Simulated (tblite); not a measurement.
Geometry relaxation, with input and output: C2H11O2Si3 (part 1 of 4)

C2H11O2Si3, multiplicity 2, SMILES C[C](O)[SiH2]O[SiH2][SiH3], computed with GFN2-xTB geometry optimisation, gas phase (tblite 0.8.0).

It belongs to a series of runs on one base structure; here: H added to O.

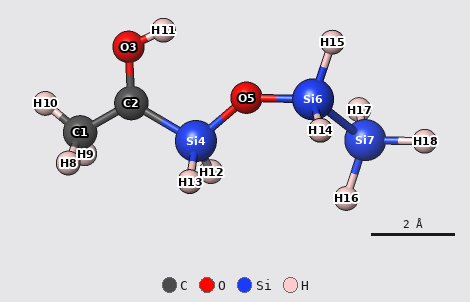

**Figure 1.** The structure as given in the input (ball-and-stick view, seen at a tilt; atoms are numbered from 1 in the order of the input).

### Summary

| quantity | value |
| --- | --- |
| outcome | converged |
| total energy | −632.5825 eV |
| hardware | 1 CPU thread, shared host |
| wall time | 0.54 s |
| peak memory | 0.18 GiB |

### The input
```
{"job": {"kind": "relax", "xc": "GFN2-xTB", "basis": "xTB"}, "charge": 0, "multiplicity": 2}
C     -3.361000    -0.244300     0.860300
C     -2.242200    -0.103200    -0.105100
O     -2.487400    -0.441500    -1.410800
Si    -0.593000     0.468400     0.451200
O      0.469500     0.452900    -0.810000
Si     2.050500     0.844900    -1.123400
Si     3.521900    -0.378600     0.187700
H     -3.598200     0.724900     1.333600
H     -3.130600    -0.969100     1.649400
H     -4.278000    -0.590400     0.354800
H     -1.716000    -0.325200    -1.987800
H     -0.069000    -0.444000     1.511600
H     -0.682400     1.834700     1.019700
H      2.245000     2.298100    -0.874600
H      2.324300     0.602700    -2.558000
H      3.254700    -0.117100     1.645100
H      3.352000    -1.836500    -0.051400
H      4.931100    -0.017100    -0.104000
```

The first line tells a small driver script what to run in tblite; the rest is the geometry in Å.

Run as:
```bash
OMP_NUM_THREADS=1 python <driver script> task.json out
```

### What the program printed
```
step      E/eV     max force
  0    -632.33409    0.772
  1    -632.38048    0.458
  2    -632.42546    0.576
  3    -632.44482    0.422
  4    -632.46321    0.292
  5    -632.47187    0.276
  6    -632.48293    0.278
  7    -632.49520    0.443
  8    -632.50682    0.420
  9    -632.51384    0.223
 10    -632.51772    0.162
 11    -632.52092    0.137
 12    -632.52427    0.162
 13    -632.52662    0.106
 14    -632.52799    0.087
 15    -632.52904    0.095
 16    -632.53036    0.108
 17    -632.53217    0.125
 18    -632.53432    0.138
 19    -632.53644    0.133
 20    -632.53849    0.110
 21    -632.54061    0.130
 22    -632.54265    0.109
 23    -632.54445    0.096
 24    -632.54620    0.096
 25    -632.54826    0.111
 26    -632.55073    0.115
 27    -632.55319    0.103
 28    -632.55513    0.093
 29    -632.55659    0.086
 30    -632.55796    0.098
 31    -632.55958    0.114
 32    -632.56136    0.107
 33    -632.56302    0.095
 34    -632.56439    0.098
 35    -632.56558    0.095
 36    -632.56673    0.070
 37    -632.56784    0.080
 38    -632.56884    0.075
 39    -632.56972    0.059
 40    -632.57047    0.056
 41    -632.57110    0.054
 42    -632.57164    0.066
 43    -632.57220    0.066
 44    -632.57285    0.056
 45    -632.57359    0.078
 46    -632.57431    0.072
 47    -632.57485    0.053
 48    -632.57525    0.047
 49    -632.57563    0.065
 50    -632.57608    0.074
 51    -632.57656    0.063
 52    -632.57701    0.054
 53    -632.57742    0.044
 54    -632.57783    0.054
 55    -632.57832    0.070
 56    -632.57881    0.049
 57    -632.57922    0.048
 58    -632.57956    0.044
 59    -632.57999    0.068
 60    -632.58062    0.077
 61    -632.58128    0.064
 62    -632.58169    0.033
 63    -632.58182    0.024
 64    -632.58189    0.023
 65    -632.58200    0.024
 66    -632.58216    0.031
 67    -632.58234    0.024
 68    -632.58243    0.015
 69    -632.58245    0.011
 70    -632.58247    0.009
```

### Trajectory as extended XYZ (Å, eV, eV/Å), 45 of the 71 frames kept, from step=0 to step=70
```
18
Properties=species:S:1:pos:R:3:forces:R:3 step=0 energy=-632.33409
C    -3.3610   -0.2443    0.8603   -0.7350   0.0040  -0.2350
C    -2.2422   -0.1032   -0.1051    0.4050  -0.0360  -0.5230
O    -2.4874   -0.4415   -1.4108   -0.4910  -0.1470  -0.0880
Si   -0.5930    0.4684    0.4512    0.5410   0.0750   0.5340
O     0.4695    0.4529   -0.8100    0.3520   0.2340   0.0730
Si    2.0505    0.8449   -1.1234    0.0840   0.0010   0.2280
Si    3.5219   -0.3786    0.1877   -0.3710   0.0110   0.2650
H    -3.5982    0.7249    1.3336    0.2190  -0.3890  -0.0940
H    -3.1306   -0.9691    1.6494    0.0860   0.2310  -0.1060
H    -4.2780   -0.5904    0.3548    0.3960   0.1140   0.0690
H    -1.7160   -0.3252   -1.9878   -0.0610   0.0700   0.4820
H    -0.0690   -0.4440    1.5116    0.0210   0.2370  -0.2720
H    -0.6824    1.8347    1.0197    0.1530  -0.1470  -0.1400
H     2.2450    2.2981   -0.8746   -0.2570  -0.2690  -0.1080
H     2.3243    0.6027   -2.5580   -0.4490   0.0360   0.1670
H     3.2547   -0.1171    1.6451    0.2420  -0.1900  -0.5130
H     3.3520   -1.8365   -0.0514    0.1740   0.2910   0.1500
H     4.9311   -0.0171   -0.1040   -0.3080  -0.1260   0.1100
18
Properties=species:S:1:pos:R:3:forces:R:3 step=2 energy=-632.42546
C    -3.3756   -0.2440    0.8489    0.5500  -0.0230  -0.1700
C    -2.2292   -0.1048   -0.1208   -0.0440  -0.0200   0.1030
O    -2.5077   -0.4479   -1.4170   -0.0960   0.0020   0.0750
Si   -0.5711    0.4709    0.4697   -0.0910  -0.0240  -0.2720
O     0.4842    0.4642   -0.8035    0.0390   0.1250   0.2370
Si    2.0558    0.8443   -1.1133    0.1020  -0.0490   0.0470
Si    3.5057   -0.3775    0.1972   -0.0610   0.0320  -0.1550
H    -3.5889    0.7095    1.3299    0.0580   0.0360  -0.0060
H    -3.1273   -0.9569    1.6424    0.0470   0.1100  -0.1170
H    -4.2682   -0.5882    0.3524   -0.1780  -0.0860  -0.2620
H    -1.7209   -0.3225   -1.9646   -0.0540   0.0070   0.1550
H    -0.0659   -0.4345    1.5010    0.1950  -0.0470   0.0710
H    -0.6743    1.8295    1.0136    0.1440   0.0680  -0.0230
H     2.2322    2.2863   -0.8797   -0.1710  -0.0220  -0.0430
H     2.3011    0.6043   -2.5492   -0.3760   0.0050   0.1200
H     3.2662   -0.1262    1.6233    0.1090  -0.0880   0.0360
H     3.3605   -1.8232   -0.0437    0.1000   0.0630   0.1100
H     4.9146   -0.0236   -0.0982   -0.2730  -0.0900   0.0930
18
Properties=species:S:1:pos:R:3:forces:R:3 step=3 energy=-632.44482
C    -3.3708   -0.2444    0.8422    0.4020  -0.0120  -0.1280
C    -2.2257   -0.1057   -0.1242   -0.0650  -0.0150   0.1450
O    -2.5160   -0.4498   -1.4173    0.0540   0.0470   0.0860
Si   -0.5659    0.4712    0.4706   -0.2270  -0.0320  -0.3140
O     0.4896    0.4701   -0.7972    0.0050   0.0770   0.1870
Si    2.0593    0.8432   -1.1092    0.0340  -0.0280  -0.0020
Si    3.4994   -0.3766    0.1974    0.0100   0.0140  -0.1990
H    -3.5848    0.7053    1.3286    0.0440   0.0960  -0.0240
H    -3.1253   -0.9511    1.6381    0.0720   0.0110  -0.0690
H    -4.2680   -0.5890    0.3470   -0.0760  -0.0520  -0.2250
H    -1.7233   -0.3214   -1.9545   -0.0730  -0.0190   0.0460
H    -0.0613   -0.4323    1.4989    0.2080  -0.0880   0.1170
H    -0.6691    1.8291    1.0113    0.1310   0.0970  -0.0030
H     2.2250    2.2821   -0.8821   -0.1320   0.0670  -0.0200
H     2.2869    0.6049   -2.5443   -0.3380  -0.0140   0.0610
H     3.2718   -0.1308    1.6170    0.0630  -0.0520   0.1960
H     3.3651   -1.8179   -0.0393    0.0680  -0.0430   0.0830
H     4.9044   -0.0273   -0.0947   -0.1820  -0.0550   0.0620
18
Properties=species:S:1:pos:R:3:forces:R:3 step=5 energy=-632.47187
C    -3.3575   -0.2449    0.8284   -0.1260   0.0130   0.0900
C    -2.2214   -0.1079   -0.1263   -0.0190  -0.0110   0.0340
O    -2.5255   -0.4504   -1.4136    0.1010   0.0430   0.0220
Si   -0.5674    0.4706    0.4635   -0.1000  -0.0110   0.0680
O     0.4988    0.4818   -0.7815   -0.0430  -0.0200   0.0080
Si    2.0637    0.8420   -1.1035   -0.0990   0.0910  -0.0370
Si    3.4898   -0.3755    0.1915   -0.0050  -0.0530   0.0580
H    -3.5759    0.7022    1.3239    0.0380   0.0790  -0.0850
H    -3.1179   -0.9438    1.6293    0.0840  -0.1010  -0.0160
H    -4.2644   -0.5904    0.3309    0.1740   0.0340  -0.0900
H    -1.7294   -0.3210   -1.9394    0.0030  -0.0320  -0.1510
H    -0.0455   -0.4318    1.4995    0.1050   0.0060   0.0000
H    -0.6550    1.8322    1.0072    0.0880   0.0400  -0.0120
H     2.2082    2.2803   -0.8864   -0.0640   0.1440   0.0030
H     2.2491    0.6046   -2.5359   -0.2590  -0.0480  -0.0820
H     3.2831   -0.1400    1.6173    0.0230  -0.0330   0.1780
H     3.3747   -1.8140   -0.0291    0.0180  -0.1710   0.0320
H     4.8836   -0.0344   -0.0874    0.0800   0.0290  -0.0210
18
Properties=species:S:1:pos:R:3:forces:R:3 step=6 energy=-632.48293
C    -3.3540   -0.2447    0.8257   -0.2240   0.0050   0.1230
C    -2.2209   -0.1093   -0.1253    0.0300   0.0000  -0.0240
O    -2.5257   -0.4490   -1.4106    0.0470   0.0090  -0.0600
Si   -0.5726    0.4698    0.4613    0.0970   0.0260   0.2590
O     0.5009    0.4860   -0.7743   -0.0930  -0.0530  -0.0400
Si    2.0623    0.8444   -1.1026   -0.1040   0.1180  -0.0140
Si    3.4860   -0.3768    0.1902   -0.0360  -0.0790   0.1940
H    -3.5710    0.7042    1.3191    0.0180   0.0530  -0.0740
H    -3.1120   -0.9442    1.6249    0.0500  -0.0990   0.0020
H    -4.2580   -0.5902    0.3205    0.1810   0.0440  -0.0310
H    -1.7317   -0.3219   -1.9386    0.0370  -0.0250  -0.1700
H    -0.0349   -0.4318    1.5003    0.0340   0.0670  -0.0730
H    -0.6461    1.8352    1.0053    0.0580  -0.0070  -0.0200
H     2.1991    2.2847   -0.8881   -0.0410   0.1270   0.0000
H     2.2244    0.6029   -2.5350   -0.2230  -0.0500  -0.1150
H     3.2885   -0.1448    1.6243    0.0200  -0.0420   0.0640
H     3.3794   -1.8184   -0.0237    0.0040  -0.1420   0.0240
H     4.8774   -0.0364   -0.0850    0.1430   0.0490  -0.0430
18
Properties=species:S:1:pos:R:3:forces:R:3 step=8 energy=-632.50682
C    -3.3515   -0.2442    0.8251   -0.0490  -0.0070   0.0120
C    -2.2180   -0.1120   -0.1227    0.1550   0.0400  -0.0790
O    -2.5232   -0.4451   -1.4080    0.0040  -0.0220  -0.1280
Si   -0.5774    0.4699    0.4701    0.2870   0.0650   0.2990
O     0.4986    0.4922   -0.7592   -0.1220  -0.0800  -0.0970
Si    2.0535    0.8560   -1.1012   -0.0660   0.0300   0.0230
Si    3.4761   -0.3844    0.1976   -0.0040  -0.0530   0.1950
H    -3.5598    0.7128    1.3047   -0.0520  -0.0200   0.0050
H    -3.0964   -0.9505    1.6149   -0.0770  -0.0260   0.0320
H    -4.2363   -0.5883    0.2933    0.0110   0.0090   0.0680
H    -1.7349   -0.3256   -1.9470    0.0510  -0.0060  -0.1080
H    -0.0079   -0.4284    1.4988   -0.0480   0.0830  -0.0710
H    -0.6219    1.8424    1.0000   -0.0090  -0.0240   0.0170
H     2.1752    2.3027   -0.8922   -0.0010   0.0400  -0.0170
H     2.1525    0.5959   -2.5394   -0.1320  -0.0170  -0.0470
H     3.3021   -0.1591    1.6445   -0.0020  -0.0520  -0.0860
H     3.3902   -1.8361   -0.0093   -0.0260   0.0040   0.0230
H     4.8702   -0.0385   -0.0817    0.0790   0.0360  -0.0400
18
Properties=species:S:1:pos:R:3:forces:R:3 step=10 energy=-632.51772
C    -3.3495   -0.2441    0.8248    0.1370   0.0030  -0.0860
C    -2.2092   -0.1109   -0.1241    0.1030   0.0330  -0.0220
O    -2.5192   -0.4435   -1.4121    0.0820   0.0230   0.0020
Si   -0.5682    0.4729    0.4855    0.0560   0.0320  -0.0300
O     0.4909    0.4903   -0.7578   -0.0460  -0.0490  -0.0690
Si    2.0456    0.8619   -1.0999   -0.0270  -0.0620   0.0220
Si    3.4730   -0.3899    0.2082    0.0340   0.0270  -0.0400
H    -3.5581    0.7160    1.2987   -0.0520  -0.0620   0.0230
H    -3.0940   -0.9550    1.6122   -0.1030   0.0360   0.0080
H    -4.2269   -0.5874    0.2845   -0.0550  -0.0110   0.0640
H    -1.7337   -0.3278   -1.9576    0.0380   0.0030  -0.0520
H     0.0027   -0.4241    1.4968    0.0160  -0.0200   0.0780
H    -0.6117    1.8457    0.9996   -0.0140   0.0460   0.0720
H     2.1648    2.3134   -0.8948    0.0010  -0.0370  -0.0240
H     2.1133    0.5919   -2.5433   -0.0830   0.0110   0.0480
H     3.3075   -0.1678    1.6517   -0.0190  -0.0350  -0.0110
H     3.3932   -1.8445   -0.0017   -0.0340   0.0580   0.0280
H     4.8707   -0.0374   -0.0824   -0.0340   0.0050  -0.0100
18
Properties=species:S:1:pos:R:3:forces:R:3 step=11 energy=-632.52092
C    -3.3464   -0.2440    0.8227    0.1140   0.0040  -0.0750
C    -2.2035   -0.1095   -0.1256    0.0410   0.0170   0.0120
O    -2.5159   -0.4426   -1.4138    0.1070   0.0370   0.0380
Si   -0.5629    0.4748    0.4902   -0.0410   0.0170  -0.1170
O     0.4872    0.4879   -0.7603   -0.0090  -0.0320  -0.0490
Si    2.0426    0.8617   -1.0990   -0.0120  -0.0670   0.0150
Si    3.4734   -0.3908    0.2109    0.0210   0.0510  -0.1070
H    -3.5595    0.7149    1.2980   -0.0270  -0.0610   0.0100
H    -3.0969   -0.9553    1.6122   -0.0730   0.0420  -0.0090
H    -4.2261   -0.5873    0.2851   -0.0260  -0.0070   0.0400
H    -1.7321   -0.3283   -1.9622    0.0400   0.0070  -0.0370
H     0.0049   -0.4231    1.4979    0.0410  -0.0420   0.1130
H    -0.6101    1.8475    1.0016   -0.0040   0.0570   0.0790
H     2.1628    2.3150   -0.8961   -0.0030  -0.0630  -0.0220
H     2.1023    0.5912   -2.5433   -0.0670   0.0130   0.0610
H     3.3079   -0.1708    1.6524   -0.0220  -0.0250   0.0270
H     3.3927   -1.8448    0.0007   -0.0330   0.0510   0.0240
H     4.8708   -0.0367   -0.0832   -0.0480   0.0010  -0.0040
18
Properties=species:S:1:pos:R:3:forces:R:3 step=13 energy=-632.52662
C    -3.3371   -0.2438    0.8155   -0.0410  -0.0030   0.0120
C    -2.1908   -0.1064   -0.1281   -0.0580  -0.0130   0.0430
O    -2.5045   -0.4391   -1.4154    0.0840   0.0260   0.0250
Si   -0.5545    0.4794    0.4949   -0.0840  -0.0110  -0.0630
O     0.4802    0.4823   -0.7667    0.0210  -0.0100  -0.0010
Si    2.0362    0.8587   -1.0963    0.0020  -0.0350  -0.0170
Si    3.4734   -0.3898    0.2112   -0.0290   0.0530  -0.0770
H    -3.5623    0.7096    1.2963    0.0270  -0.0090  -0.0160
H    -3.1046   -0.9537    1.6109    0.0210   0.0130  -0.0220
H    -4.2236   -0.5872    0.2867    0.0390   0.0010  -0.0340
H    -1.7263   -0.3286   -1.9725    0.0690   0.0230   0.0010
H     0.0123   -0.4224    1.5053    0.0250   0.0100   0.0630
H    -0.6058    1.8535    1.0093    0.0160   0.0100   0.0560
H     2.1575    2.3144   -0.9000   -0.0050  -0.0880  -0.0100
H     2.0742    0.5903   -2.5401   -0.0230   0.0040   0.0320
H     3.3085   -0.1788    1.6550   -0.0190  -0.0060   0.0160
H     3.3904   -1.8431    0.0072   -0.0300   0.0250   0.0030
H     4.8680   -0.0354   -0.0848   -0.0170   0.0110  -0.0120
18
Properties=species:S:1:pos:R:3:forces:R:3 step=14 energy=-632.52799
C    -3.3353   -0.2438    0.8136   -0.0690  -0.0060   0.0290
C    -2.1887   -0.1060   -0.1278   -0.0470  -0.0130   0.0280
O    -2.4998   -0.4377   -1.4152    0.0500   0.0100  -0.0060
Si   -0.5541    0.4803    0.4946   -0.0340  -0.0100   0.0140
O     0.4790    0.4809   -0.7680    0.0020  -0.0110   0.0150
Si    2.0346    0.8571   -1.0958   -0.0070  -0.0210  -0.0220
Si    3.4724   -0.3884    0.2095   -0.0320   0.0290  -0.0160
H    -3.5622    0.7080    1.2953    0.0280   0.0190  -0.0130
H    -3.1059   -0.9529    1.6097    0.0400  -0.0080  -0.0090
H    -4.2219   -0.5872    0.2858    0.0300  -0.0040  -0.0540
H    -1.7233   -0.3281   -1.9749    0.0790   0.0300   0.0210
H     0.0152   -0.4219    1.5086    0.0010   0.0460   0.0190
H    -0.6039    1.8554    1.0125    0.0180  -0.0220   0.0390
H     2.1555    2.3122   -0.9014   -0.0020  -0.0710  -0.0040
H     2.0651    0.5901   -2.5384   -0.0080  -0.0040   0.0010
H     3.3086   -0.1813    1.6560   -0.0170  -0.0010  -0.0180
H     3.3894   -1.8421    0.0093   -0.0290   0.0210  -0.0060
H     4.8664   -0.0350   -0.0854    0.0000   0.0170  -0.0180
18
Properties=species:S:1:pos:R:3:forces:R:3 step=16 energy=-632.53036
C    -3.3360   -0.2443    0.8123   -0.0240  -0.0060   0.0050
C    -2.1880   -0.1060   -0.1257    0.0200   0.0000  -0.0180
O    -2.4900   -0.4350   -1.4155   -0.0050  -0.0120  -0.0400
Si   -0.5555    0.4811    0.4956    0.0440   0.0020   0.0990
O     0.4768    0.4780   -0.7683   -0.0420  -0.0150   0.0420
Si    2.0314    0.8532   -1.0966   -0.0380  -0.0190  -0.0160
Si    3.4693   -0.3847    0.2065    0.0000  -0.0210   0.0620
H    -3.5604    0.7073    1.2932    0.0020   0.0410   0.0000
H    -3.1053   -0.9524    1.6077    0.0300  -0.0300   0.0100
H    -4.2182   -0.5877    0.2805   -0.0220  -0.0150  -0.0550
H    -1.7136   -0.3253   -1.9764    0.0730   0.0370   0.0700
H     0.0196   -0.4179    1.5146   -0.0260   0.0710  -0.0260
H    -0.5998    1.8564    1.0196    0.0130  -0.0520   0.0120
H     2.1524    2.3049   -0.9035    0.0060  -0.0060   0.0070
H     2.0511    0.5893   -2.5364    0.0110  -0.0220  -0.0630
H     3.3075   -0.1850    1.6562   -0.0160   0.0120  -0.0500
H     3.3860   -1.8391    0.0119   -0.0270   0.0160  -0.0190
H     4.8638   -0.0332   -0.0874    0.0010   0.0210  -0.0210
18
Properties=species:S:1:pos:R:3:forces:R:3 step=18 energy=-632.53432
C    -3.3387   -0.2456    0.8100    0.0780   0.0000  -0.0610
C    -2.1853   -0.1059   -0.1231    0.0720   0.0140  -0.0460
O    -2.4705   -0.4306   -1.4188   -0.0260  -0.0120  -0.0120
Si   -0.5555    0.4828    0.5044    0.0350   0.0080   0.0720
O     0.4688    0.4706   -0.7663   -0.0520  -0.0080   0.0560
Si    2.0219    0.8436   -1.0998   -0.0540  -0.0220  -0.0140
Si    3.4647   -0.3795    0.2046    0.0390  -0.0560   0.0440
H    -3.5577    0.7089    1.2894   -0.0350  -0.0050  -0.0120
H    -3.1027   -0.9539    1.6049   -0.0210  -0.0110  -0.0130
H    -4.2139   -0.5898    0.2676   -0.0440  -0.0060   0.0000
H    -1.6887   -0.3168   -1.9734    0.0420   0.0360   0.1260
H     0.0249   -0.4053    1.5250   -0.0130   0.0170   0.0050
H    -0.5921    1.8545    1.0348    0.0030  -0.0210  -0.0040
H     2.1483    2.2907   -0.9067    0.0050   0.0740   0.0160
H     2.0286    0.5860   -2.5384    0.0230  -0.0420  -0.1040
H     3.3032   -0.1900    1.6532   -0.0150   0.0420  -0.0070
H     3.3764   -1.8323    0.0144   -0.0140  -0.0230  -0.0350
H     4.8595   -0.0276   -0.0933   -0.0230   0.0160  -0.0120
18
Properties=species:S:1:pos:R:3:forces:R:3 step=19 energy=-632.53644
C    -3.3389   -0.2463    0.8074    0.0910   0.0020  -0.0750
C    -2.1821   -0.1055   -0.1227    0.0560   0.0130  -0.0300
O    -2.4597   -0.4284   -1.4211   -0.0100  -0.0010   0.0180
Si   -0.5548    0.4839    0.5112   -0.0050   0.0050   0.0220
O     0.4629    0.4659   -0.7641   -0.0270   0.0010   0.0430
Si    2.0151    0.8374   -1.1021   -0.0360  -0.0090  -0.0220
Si    3.4631   -0.3777    0.2046    0.0280  -0.0490  -0.0030
H    -3.5571    0.7095    1.2870   -0.0410  -0.0440  -0.0300
H    -3.1018   -0.9550    1.6031   -0.0430   0.0100  -0.0390
H    -4.2124   -0.5911    0.2605   -0.0190   0.0080   0.0340
H    -1.6730   -0.3109   -1.9686    0.0270   0.0310   0.1260
H     0.0272   -0.3976    1.5312    0.0080  -0.0320   0.0460
H    -0.5879    1.8528    1.0436   -0.0030   0.0170  -0.0030
H     2.1464    2.2840   -0.9081   -0.0030   0.0770   0.0130
H     2.0174    0.5831   -2.5422    0.0220  -0.0450  -0.0840
H     3.3000   -0.1915    1.6511   -0.0140   0.0560   0.0310
H     3.3702   -1.8289    0.0147   -0.0040  -0.0510  -0.0400
H     4.8568   -0.0239   -0.0971   -0.0290   0.0110  -0.0060
18
Properties=species:S:1:pos:R:3:forces:R:3 step=21 energy=-632.54061
C    -3.3357   -0.2477    0.7990    0.0070  -0.0010  -0.0270
C    -2.1742   -0.1042   -0.1233   -0.0190   0.0050   0.0330
O    -2.4407   -0.4244   -1.4240    0.0410   0.0210   0.0480
Si   -0.5539    0.4860    0.5251   -0.0340  -0.0070  -0.0280
O     0.4515    0.4578   -0.7580    0.0460   0.0210  -0.0090
Si    2.0016    0.8263   -1.1083    0.0310   0.0400  -0.0400
Si    3.4608   -0.3772    0.2039   -0.0460  -0.0140  -0.0670
H    -3.5584    0.7076    1.2805   -0.0300  -0.0690  -0.0500
H    -3.1028   -0.9564    1.5972   -0.0450   0.0200  -0.0620
H    -4.2102   -0.5926    0.2503    0.0370   0.0220   0.0470
H    -1.6428   -0.2983   -1.9522    0.0240   0.0140   0.0540
H     0.0314   -0.3860    1.5454    0.0270  -0.0910   0.0890
H    -0.5810    1.8509    1.0593   -0.0130   0.0760   0.0010
H     2.1431    2.2757   -0.9099   -0.0260   0.0130  -0.0100
H     1.9999    0.5751   -2.5535    0.0070  -0.0350   0.0080
H     3.2933   -0.1903    1.6488   -0.0040   0.0610   0.0460
H     3.3590   -1.8262    0.0123    0.0190  -0.0780  -0.0360
H     4.8505   -0.0164   -0.1045   -0.0230   0.0010   0.0030
```
